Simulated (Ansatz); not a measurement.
**BGe+ (triplet): one geometry, many settings at distance Ge1–B2 = 2.606 Å**

Aim: run BGe+ (triplet) at one geometry under a spread of methods and options, and see what each costs and gives.

Method: the settings change from run to run; program: Ansatz 0.2.0, Gaussian basis.

21 further runs of the same task are left out: 14 that didn't finish, 7 set aside as unsound or not needed.

### Step 1. The system

The geometry derives from a PBE0/def2-TZVP stationary point (not a proven minimum). One bond is set to the value named and the two fragments are kept rigid. No spin-orbit coupling is included. The filled d shell of Ge may be among the frozen orbitals whatever the setting's name suggests; the logs give the count.

2 atoms, charge 1, spin multiplicity 3.

Atoms are counted from 1 here; the program's logs count them from 0.

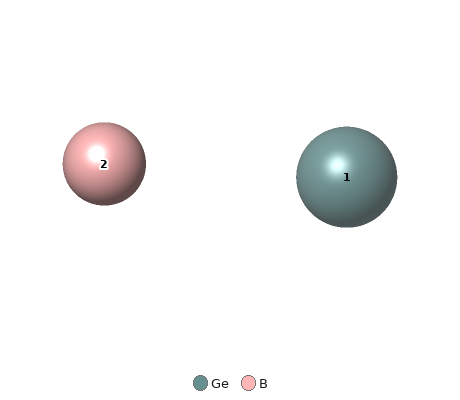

The geometry (germanium teal, boron pink); atoms are numbered from 1 in the order of the file.

### Step 2. HF/STO-3G

Contents of in.yaml:

```yaml
crystal:
  periodic: [false, false, false]
  atoms:
    - {symbol: Ge, position_ang: [0.000000, 0.000000, 0.000000]}
    - {symbol: B, position_ang: [0.000000, 0.000000, 2.606000]}
basis:
  gaussian: {orbitals: STO-3G}
total_charge: 1
magnetization: {spin_polarized: false, initial_magnetization: 2}
hamiltonian: {xc: hf}
output: {orbitals: {seedname: orbitals}}
```

Command:

```bash
ansatz run in.yaml --threads 1 --pin off --events-out ev --progress --plain --max-ram 2393MiB
```

Standard output:

```text
Functional definition: HF
  name "HF"
  cite "Fock, Z. Phys. 61, 126 (1930) doi:10.1007/BF01340294"
  parent pbe
  exchange = exact_x
  correlation = 0
232 factors; integrals over basis functions are off by at most 8.8e-5 eV
mean field evaluation 1: about -56482.1854 eV, gradient 3.0e0 eV
mean field evaluation 2: about -56482.1920 eV, gradient 3.0e0 eV
mean field evaluation 4: about -56482.5967 eV, gradient 1.0e0 eV
mean field evaluation 8: about -56482.7097 eV, gradient 3.4e-1 eV
mean field evaluation 16: about -56482.0522 eV, gradient 2.2e0 eV
mean field evaluation 32: about -56481.1436 eV, gradient 4.2e0 eV
mean field evaluation 64: about -56482.6486 eV, gradient 7.2e-1 eV
mean field -56482.71967772 eV, -2075.7016627937 hartree, gradient 2.0e-5 eV, S^2 2.000000; 1 other end points of the search recorded, 0 dependent functions left out
reference -56482.71967772 eV, -2075.7016627937 hartree; 19, 17 occupied and 4, 6 virtual orbitals, 232 factors
Total energy: -56482.71967772 eV, -2075.7016627937 hartree
```

Wall time 0.36 s (1 thread of Arm Neoverse V1, shared host).

### Step 3. MRCISD+Q(relaxed)(4,3)/cc-pVDZ

Contents of in.yaml:

```yaml
crystal:
  periodic: [false, false, false]
  atoms:
    - {symbol: Ge, position_ang: [0.000000, 0.000000, 0.000000]}
    - {symbol: B, position_ang: [0.000000, 0.000000, 2.606000]}
basis:
  gaussian: {orbitals: cc-pVDZ}
total_charge: 1
magnetization: {spin_polarized: false, initial_magnetization: 2}
correlation: {method: fic_mrcisd_q_relaxed, electrons: outside_noble_gas, active_space: {window: {electrons: 4, orbitals: 3}}}
```

Launched as before.

Standard output (excerpt; [...] marks lines left out):

```text
Functional definition: HF
  name "HF"
  cite "Fock, Z. Phys. 61, 126 (1930) doi:10.1007/BF01340294"
  parent pbe
[...]
462 factors; integrals over basis functions are off by at most 1.3e-3 eV
[...]
mean field -57132.80175439 eV, -2099.5917384701 hartree, gradient 8.0e-6 eV, S^2 2.000000; 15 other end points of the search recorded, 0 dependent functions left out
reference -57132.80175439 eV, -2099.5917384701 hartree; 19, 17 occupied and 22, 24 virtual orbitals, 462 factors
state -57132.80175439 eV, -2099.5917384701 hartree
contracted CI cycle   1: correlation 0.00000000 eV, 0.0000000000 hartree, residual 9.93e0 eV
contracted CI cycle   2: correlation -2.90967305 eV, -0.1069285124 hartree, residual 2.30e0 eV
contracted CI cycle   3: correlation -3.09601510 eV, -0.1137764564 hartree, residual 1.10e0 eV
contracted CI cycle   4: correlation -3.13952024 eV, -0.1153752407 hartree, residual 5.13e-1 eV
contracted CI cycle   5: correlation -3.15045159 eV, -0.1157769606 hartree, residual 2.44e-1 eV
contracted CI cycle   6: correlation -3.15322795 eV, -0.1158789898 hartree, residual 1.33e-1 eV
contracted CI cycle   7: correlation -3.15394767 eV, -0.1159054389 hartree, residual 5.96e-2 eV
contracted CI cycle   8: correlation -3.15407493 eV, -0.1159101158 hartree, residual 2.67e-2 eV
contracted CI cycle   9: correlation -3.15410177 eV, -0.1159111022 hartree, residual 1.32e-2 eV
contracted CI cycle  10: correlation -3.15410751 eV, -0.1159113130 hartree, residual 4.86e-3 eV
contracted CI cycle  11: correlation -3.15410823 eV, -0.1159113397 hartree, residual 1.62e-3 eV
contracted CI cycle  12: correlation -3.15410831 eV, -0.1159113426 hartree, residual 6.13e-4 eV
state -57132.80175439 eV, -2099.5917384701 hartree; corrected -57136.38679214 eV, -2099.7234861770 hartree
WARN: 1 active orbitals are nearly empty or full. The corrections depend on them more than the energy does, and are more stable in an active space without them
Total energy: -57136.38679214 eV, -2099.7234861770 hartree
```

Run time: 4.3 s. Hardware: 1 thread of Arm Neoverse V1, shared host.

From the report: 4 determinants; active occupations 2.00, 1.00, 1.00. The report marks this result as in doubt.

### Step 4. BCCD on UHF/def2-mTZVP

Contents of in.yaml:

```yaml
crystal:
  periodic: [false, false, false]
  atoms:
    - {symbol: Ge, position_ang: [0.000000, 0.000000, 0.000000]}
    - {symbol: B, position_ang: [0.000000, 0.000000, 2.606000]}
basis:
  gaussian: {orbitals: def2-mTZVP, point_charges: [{charge: 1.00, position_ang: [3.837, 0.165, 0.312]}]}
total_charge: 1
magnetization: {spin_polarized: true, initial_magnetization: 2}
correlation: {method: bccd, electrons: outside_noble_gas}
output: {forces: true}
```

The command is unchanged.

Standard output (excerpt; [...] marks lines left out):

```text
Functional definition: HF
  name "HF"
  cite "Fock, Z. Phys. 61, 126 (1930) doi:10.1007/BF01340294"
  parent pbe
[...]
511 factors; integrals over basis functions are off by at most 3.7e-4 eV
[...]
mean field -57130.65432042 eV, -2099.5128217273 hartree, gradient 2.8e-6 eV, S^2 2.048238; 16 other end points of the search recorded, 0 dependent functions left out
determinant -57130.65432042 eV, -2099.5128217273 hartree, with singles and doubles -57133.78468697 eV, -2099.6278605761 hartree
determinant -57130.28028112 eV, -2099.4990760365 hartree, with singles and doubles -57133.43738762 eV, -2099.6150975603 hartree
determinant -57129.51438924 eV, -2099.4709300289 hartree, with singles and doubles -57132.68778580 eV, -2099.5875502016 hartree
determinant -57129.28811164 eV, -2099.4626144803 hartree, with singles and doubles -57132.61087279 eV, -2099.5847237005 hartree
[...]
determinant -57130.65432042 eV, -2099.5128217273 hartree, with singles and doubles -57133.74986318 eV, -2099.6265808253 hartree
determinant -57130.28028112 eV, -2099.4990760365 hartree, with singles and doubles -57133.40790194 eV, -2099.6140139817 hartree
15 core orbitals not correlated: weight in the atoms' cores, before any rotation towards them, 1.000 or more for the frozen orbitals, at most 0.000 for the correlated occupied ones
reference -57130.65432042 eV, -2099.5128217273 hartree; 4, 2 occupied and 36, 38 virtual orbitals, 511 factors
second order -2.11630060 eV of doubles, -0.00000000 eV of singles
cycle   1  -3.09756486 eV  change   -2.0e-3 eV  update   1.2e-2
[...]
cycle  18  -3.08632845 eV  change   -4.3e-8 eV  update   1.4e-7
[...]
Total energy: -57133.74064888 eV, -2099.6262422059 hartree
Atom 0 at     0.000000     0.000000     0.000000 Å, force    -0.312246    -0.013427     0.628958 eV/Å
Atom 1 at     0.000000     0.000000     2.606000 Å, force    -0.238410    -0.010252    -0.511811 eV/Å
Dipole moment:    -0.239669    -0.010306     0.798360 e Å
```

It took 12 s on 1 thread of Arm Neoverse V1, shared host.

From the report: ⟨S²⟩ of the determinant 2.048 (pure triplet: 2.00); correlation -3.0863 eV; largest double amplitude 0.08.

### Step 5. CASSCF(2,9)/def2-mTZVP

Contents of in.yaml:

```yaml
crystal:
  periodic: [false, false, false]
  atoms:
    - {symbol: Ge, position_ang: [0.000000, 0.000000, 0.000000]}
    - {symbol: B, position_ang: [0.000000, 0.000000, 2.606000]}
basis:
  gaussian: {orbitals: def2-mTZVP}
total_charge: 1
magnetization: {spin_polarized: false, initial_magnetization: 2}
correlation: {active_space: {window: {electrons: 2, orbitals: 9}, states: [{multiplicity: 3, weights: [1, 1, 1, 1]}], root: 1}}
scf: {lower_state_search: off}
```

Launched as before.

Standard output (excerpt; [...] marks lines left out):

```text
Functional definition: HF
  name "HF"
  cite "Fock, Z. Phys. 61, 126 (1930) doi:10.1007/BF01340294"
  parent pbe
[...]
801 factors; integrals over basis functions are off by at most 1.2e-7 eV
[...]
mean field -57133.61239897 eV, -2099.6215291088 hartree, gradient 1.5e-6 eV, S^2 2.000000; 0 other end points of the search recorded, 0 dependent functions left out
reference -57133.61239897 eV, -2099.6215291088 hartree; 19, 17 occupied and 36, 38 virtual orbitals, 801 factors
state -57133.76751952 eV, -2099.6272296838 hartree
state -57133.75737947 eV, -2099.6268570439 hartree
state -57132.86668082 eV, -2099.5941244721 hartree
state -57132.08206343 eV, -2099.5652903151 hartree
Total energy: -57133.75737947 eV, -2099.6268570439 hartree
Checks for a lower state left out: stability, starts, cluster_reference, orbital_swaps, neighbouring_geometries, increment
```

Run time: 6.5 s. Hardware: 1 thread of Arm Neoverse V1, shared host.

From the report: 81 determinants; active occupations (of the averaged states) 0.58, 0.55, 0.49, 0.20, 0.17, 0.01, 0.00, 0.00, 0.00.

### Step 6. CCSD/cc-pVDZ

Contents of in.yaml:

```yaml
crystal:
  periodic: [false, false, false]
  atoms:
    - {symbol: Ge, position_ang: [0.000000, 0.000000, 0.000000]}
    - {symbol: B, position_ang: [0.000000, 0.000000, 2.606000]}
basis:
  gaussian: {orbitals: cc-pVDZ, fitting: {mean_field: def2-universal-jkfit}}
total_charge: 1
magnetization: {spin_polarized: false, initial_magnetization: 2}
hamiltonian: {xc: {name: PBE0}}
correlation: {method: ccsd, electrons: all}
accuracy: high
scf: {lower_state_search: off}
```

The command is unchanged.

Standard output (excerpt; [...] marks lines left out):

```text
Functional definition: PBE0
  name "PBE0"
  cite "Adamo & Barone, J. Chem. Phys. 110, 6158 (1999) doi:10.1063/1.478522"
  cite "Perdew, Burke & Ernzerhof, Phys. Rev. Lett. 77, 3865 (1996) doi:10.1103/PhysRevLett.77.3865"
  parent pbe
[...]
341 factors; integrals over basis functions are off by at most 4.0e-2 eV
[...]
mean field -57171.89142121 eV, -2101.0282572294 hartree, gradient 2.1e-8 eV, S^2 2.000000; 0 other end points of the search recorded, 0 dependent functions left out
reference -57132.33782757 eV, -2099.5746894738 hartree; 19, 17 occupied and 22, 24 virtual orbitals, 341 factors
second order -3.33986749 eV of doubles, -0.38240943 eV of singles
cycle   1  -4.09955458 eV  change   -3.8e-1 eV  update   8.5e-2
[...]
cycle  25  -4.46431560 eV  change   4.6e-10 eV  update   2.3e-9
Total energy: -57136.80214317 eV, -2099.7387500459 hartree
Checks for a lower state left out: stability, starts, cluster_reference, orbital_swaps, neighbouring_geometries, increment
```

It took 4 s on 1 thread of Arm Neoverse V1, shared host.

From the report: correlation -4.4643 eV; T1 0.016; largest double amplitude 0.10. The orbitals are Kohn-Sham ones, so correlation energy and T1 don't compare with those on Hartree-Fock orbitals.

### Step 7. HF/def2-SVPD

Contents of in.yaml:

```yaml
crystal:
  periodic: [false, false, false]
  atoms:
    - {symbol: Ge, position_ang: [0.000000, 0.000000, 0.000000]}
    - {symbol: B, position_ang: [0.000000, 0.000000, 2.606000]}
basis:
  gaussian: {orbitals: def2-SVPD}
total_charge: 1
magnetization: {spin_polarized: false, initial_magnetization: 2}
hamiltonian: {xc: hf}
output: {orbitals: {seedname: orbitals}}
```

Launched as before.

Standard output:

```text
Functional definition: HF
  name "HF"
  cite "Fock, Z. Phys. 61, 126 (1930) doi:10.1007/BF01340294"
  parent pbe
  exchange = exact_x
  correlation = 0
568 factors; integrals over basis functions are off by at most 4.6e-4 eV
mean field evaluation 1: about -57125.1768 eV, gradient 5.4e0 eV
mean field evaluation 2: about -57125.1778 eV, gradient 5.4e0 eV
mean field evaluation 4: about -57125.5018 eV, gradient 1.2e0 eV
mean field evaluation 8: about -57125.6841 eV, gradient 2.3e-1 eV
mean field evaluation 16: about -57125.1375 eV, gradient 2.5e0 eV
mean field evaluation 32: about -57124.6449 eV, gradient 1.6e-1 eV
mean field evaluation 64: about -57124.2278 eV, gradient 2.2e0 eV
mean field -57125.68673402 eV, -2099.3302662940 hartree, gradient 3.3e-5 eV, S^2 2.000000; 0 other end points of the search recorded, 0 dependent functions left out
reference -57125.68673402 eV, -2099.3302662940 hartree; 19, 17 occupied and 39, 41 virtual orbitals, 568 factors
Total energy: -57125.68673402 eV, -2099.3302662940 hartree
```

Wall time 1.2 s (1 thread of Arm Neoverse V1, shared host).

### Step 8. HF/aug-cc-pVDZ

in.yaml, as its differences from that of step 7:

```diff
@@ -6,5 +6,5 @@
 basis:
-  gaussian: {orbitals: def2-SVPD}
+  gaussian: {orbitals: aug-cc-pVDZ, point_charges: [{charge: 1.00, position_ang: [3.284, -0.509, 0.212]}]}
 total_charge: 1
-magnetization: {spin_polarized: false, initial_magnetization: 2}
+magnetization: {spin_polarized: true, initial_magnetization: 2}
 hamiltonian: {xc: hf}
```

Launched as before.

Standard output (excerpt; [...] marks lines left out):

```text
Functional definition: HF
  name "HF"
  cite "Fock, Z. Phys. 61, 126 (1930) doi:10.1007/BF01340294"
  parent pbe
[...]
640 factors; integrals over basis functions are off by at most 7.4e-4 eV
[...]
mean field -57129.87846156 eV, -2099.4843094397 hartree, gradient 2.4e-5 eV, S^2 2.056200; 2 other end points of the search recorded, 0 dependent functions left out
reference -57129.87846156 eV, -2099.4843094397 hartree; 19, 17 occupied and 40, 42 virtual orbitals, 640 factors
Total energy: -57129.87846156 eV, -2099.4843094397 hartree
```

It took 2.8 s on 1 thread of Arm Neoverse V1, shared host.

From the report: ⟨S²⟩ of the determinant 2.056 (pure triplet: 2.00).

### Step 9. BCCD on ROHF/aug-cc-pVDZ

Contents of in.yaml:

```yaml
crystal:
  periodic: [false, false, false]
  atoms:
    - {symbol: Ge, position_ang: [0.000000, 0.000000, 0.000000]}
    - {symbol: B, position_ang: [0.000000, 0.000000, 2.606000]}
basis:
  gaussian: {orbitals: aug-cc-pVDZ}
total_charge: 1
magnetization: {spin_polarized: false, initial_magnetization: 2}
correlation: {method: bccd, electrons: outside_noble_gas}
scf: {omitted_lower_state_checks: [cluster_reference]}
```

Same command.

Standard output (excerpt; [...] marks lines left out):

```text
Functional definition: HF
  name "HF"
  cite "Fock, Z. Phys. 61, 126 (1930) doi:10.1007/BF01340294"
  parent pbe
[...]
640 factors; integrals over basis functions are off by at most 7.4e-4 eV
[...]
mean field -57132.85874853 eV, -2099.5938329660 hartree, gradient 8.1e-6 eV, S^2 2.000000; 11 other end points of the search recorded, 0 dependent functions left out
15 core orbitals not correlated: weight in the atoms' cores, before any rotation towards them, 1.000 or more for the frozen orbitals, at most 0.000 for the correlated occupied ones
reference -57132.85874853 eV, -2099.5938329660 hartree; 4, 2 occupied and 40, 42 virtual orbitals, 640 factors
second order -2.24400008 eV of doubles, -0.12207263 eV of singles
cycle   1  -3.00809217 eV  change   -6.4e-1 eV  update   8.7e-2
[...]
cycle  15  -3.41598740 eV  change   -1.9e-6 eV  update   2.0e-6
Total energy: -57136.27473593 eV, -2099.7193681876 hartree
Checks for a lower state left out: cluster_reference
```

It took 3.9 s on 1 thread of Arm Neoverse V1, shared host.

From the report: correlation -3.4160 eV; largest double amplitude 0.09.

### Step 10. CCSDT on UHF/cc-pVDZ

Contents of in.yaml:

```yaml
crystal:
  periodic: [false, false, false]
  atoms:
    - {symbol: Ge, position_ang: [0.000000, 0.000000, 0.000000]}
    - {symbol: B, position_ang: [0.000000, 0.000000, 2.606000]}
basis:
  gaussian: {orbitals: cc-pVDZ}
total_charge: 1
magnetization: {spin_polarized: true, initial_magnetization: 2}
correlation: {method: ccsdt, electrons: outside_noble_gas}
accuracy: high
output: {forces: true}
```

Launched as before.

Standard output (excerpt; [...] marks lines left out):

```text
Functional definition: HF
  name "HF"
  cite "Fock, Z. Phys. 61, 126 (1930) doi:10.1007/BF01340294"
  parent pbe
[...]
770 factors; integrals over basis functions are off by at most 4.4e-9 eV
[...]
mean field -57133.03544442 eV, -2099.6003264201 hartree, gradient 2.6e-8 eV, S^2 2.043121; 16 other end points of the search recorded, 0 dependent functions left out
determinant -57133.03544442 eV, -2099.6003264201 hartree, with singles and doubles -57136.19146606 eV, -2099.7163080761 hartree
determinant -57131.97663398 eV, -2099.5614158541 hartree, with singles and doubles -57135.17999240 eV, -2099.6791371046 hartree
determinant -57131.57191186 eV, -2099.5465425907 hartree, with singles and doubles -57134.42405826 eV, -2099.6513570374 hartree
determinant -57131.54533978 eV, -2099.5455660847 hartree, with singles and doubles -57135.27396952 eV, -2099.6825907004 hartree
[...]
determinant -57130.23079887 eV, -2099.4972575972 hartree, with singles and doubles -57132.18355884 eV, -2099.5690202025 hartree
determinant -57129.79305196 eV, -2099.4811706949 hartree, with singles and doubles -57132.86763923 eV, -2099.5941596931 hartree
15 core orbitals not correlated: weight in the atoms' cores, before any rotation towards them, 1.000 or more for the frozen orbitals, at most 0.000 for the correlated occupied ones
reference -57133.03544442 eV, -2099.6003264201 hartree; 4, 2 occupied and 22, 24 virtual orbitals, 770 factors
second order -2.09129215 eV of doubles, -0.00000000 eV of singles
cycle   1  -2.69209719 eV  change   -6.0e-1 eV  update   9.0e-2
[...]
cycle  33  -3.30239300 eV  change   3.2e-10 eV  update  6.1e-10
[...]
Total energy: -57136.33783742 eV, -2099.7216871245 hartree
Atom 0 at     0.000000     0.000000     0.000000 Å, force     0.000000     0.000000     0.904258 eV/Å
Atom 1 at     0.000000     0.000000     2.606000 Å, force    -0.000000    -0.000000    -0.904258 eV/Å
Dipole moment:    -0.000000    -0.000000     0.572823 e Å
```

Run time: 24 s. Hardware: 1 thread of Arm Neoverse V1, shared host.

From the report: ⟨S²⟩ of the determinant 2.043 (pure triplet: 2.00); correlation -3.3024 eV; T1 0.063; largest double amplitude 0.14.

### Step 11. All runs side by side

Where basis and cores are those of an earlier FCI/cc-pVDZ run (-57136.3391 eV), and the state is the same kind, the miss against it is given. † marks a result that the program doubts.

| level | correlated | functions | energy (eV) | from FCI (meV) | time |
| --- | --- | --- | --- | --- | --- |
| HF/STO-3G |  | 23 | -56482.7197 |  | 0.36 s |
| MRCISD+Q(relaxed)(4,3)/cc-pVDZ † | outside noble gas | 41 | -57136.3868 | -47.7 | 4.3 s |
| BCCD on UHF/def2-mTZVP (beside a point charge) | outside noble gas | 55 | -57133.7406 |  | 12 s |
| CASSCF(2,9)/def2-mTZVP (excited root 1 of an average) |  | 55 | -57133.7574 |  | 6.5 s |
| CCSD/cc-pVDZ (on PBE0 orbitals) | all | 41 | -57136.8021 |  | 4 s |
| HF/def2-SVPD |  | 58 | -57125.6867 |  | 1.2 s |
| HF/aug-cc-pVDZ (beside a point charge) |  | 59 | -57129.8785 |  | 2.8 s |
| BCCD on ROHF/aug-cc-pVDZ | outside noble gas | 59 | -57136.2747 |  | 3.9 s |
| CCSDT on UHF/cc-pVDZ | outside noble gas | 41 | -57136.3378 | 1.2 | 24 s |

### Step 12. Outcome

```
quantity                       value
    runs                           9
quickest           HF/STO-3G, 0.36 s
 slowest  CCSDT on UHF/cc-pVDZ, 24 s
```

Total energies in different bases, with other cores or another treatment of relativity can't be set against each other. CCSDT on UHF/cc-pVDZ took 67 times as long as HF/STO-3G; the jobs differ in more than the method. Among the correlated runs with a miss given, it spans -48 to +1 meV.
